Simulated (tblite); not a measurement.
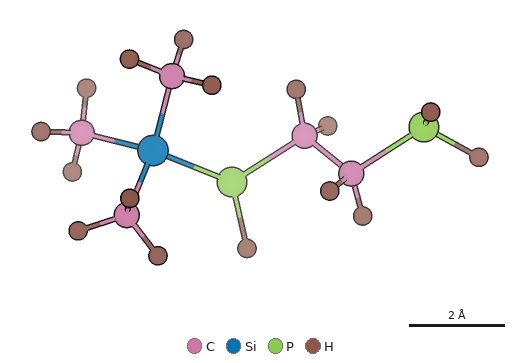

Starting structure of C₅H₁₆P₂Si. Style: ball-and-stick. Shown face on.

Computed with GFN2-xTB geometry optimisation, gas phase (tblite 0.8.0).

```xyz
24

C    -1.9690   -0.9056    1.5916
Si   -1.5338   -0.1140   -0.0722
C    -3.0942   -0.2766   -1.0871
C    -1.2204    1.7269    0.0991
P     0.1590   -1.1393   -1.0031
C     1.6363   -0.0389   -1.2084
C     2.7004   -0.3684   -0.1641
P     4.1758    0.7406   -0.3671
H    -1.9039   -0.1440    2.4002
H    -1.2498   -1.7172    1.7765
H    -2.9811   -1.3730    1.5435
H    -3.0694    0.3570   -1.9992
H    -3.9409   -0.0014   -0.3965
H    -3.2488   -1.3282   -1.3648
H    -2.1347    2.2447    0.5226
H    -1.0455    2.1499   -0.8881
H    -0.3479    1.8905    0.7863
H     0.5779   -2.3568   -0.3327
H     2.0897   -0.2284   -2.2148
H     1.4003    1.0381   -1.1854
H     2.9903   -1.4183   -0.3424
H     2.2921   -0.3355    0.8823
H     4.3308    1.6278    0.8002
H     5.3750   -0.0101   -0.6656
```

### Predict the outcome.

After 222 geometry steps the energy has fallen by 190.0 kJ/mol. The largest move after the best rigid fit is that of H23, 1.59 Å. Largest moves by element: H 1.59 Å, P 0.79 Å, C 0.71 Å, Si 0.21 Å. Among the contacts that change: Si2–P5 2.187 → 2.273 Å, P8–H23 1.474 → 1.395 Å, P5–H18 1.452 → 1.392 Å, P8–H24 1.446 → 1.395 Å. Bond angles that change, for instance: H23–P8–H24 112.9° → 92.0°, Si2–P5–H18 114.8° → 95.8°, C7–P8–H24 111.8° → 95.4°. Groups turn about C1–Si2 by about 25°.

Final geometry:

```xyz
24

C    -1.2631   -0.8606    1.5441
Si   -1.3724   -0.0765   -0.2074
C    -3.1107   -0.4160   -0.9169
C    -1.1011    1.8144   -0.0915
P     0.0558   -0.9538   -1.7425
C     1.6186   -0.0099   -1.3722
C     2.1549   -0.1737    0.0419
P     3.7118    0.8357    0.2712
H    -1.4900   -0.1335    2.3182
H    -0.2788   -1.2691    1.7537
H    -1.9770   -1.6734    1.6384
H    -3.2381    0.0661   -1.8808
H    -3.8863   -0.0466   -0.2540
H    -3.2739   -1.4800   -1.0597
H    -1.8962    2.2834    0.4797
H    -1.0993    2.2609   -1.0818
H    -0.1589    2.0682    0.3855
H     0.3940   -2.0769   -0.9927
H     2.3715   -0.3453   -2.0940
H     1.4168    1.0429   -1.5889
H     2.3592   -1.2264    0.2553
H     1.4261    0.1876    0.7716
H     4.1057    0.1927    1.4447
H     4.5194    0.0098   -0.5109
```

The end point in the same view:

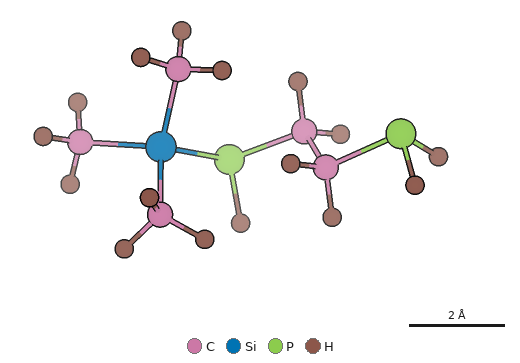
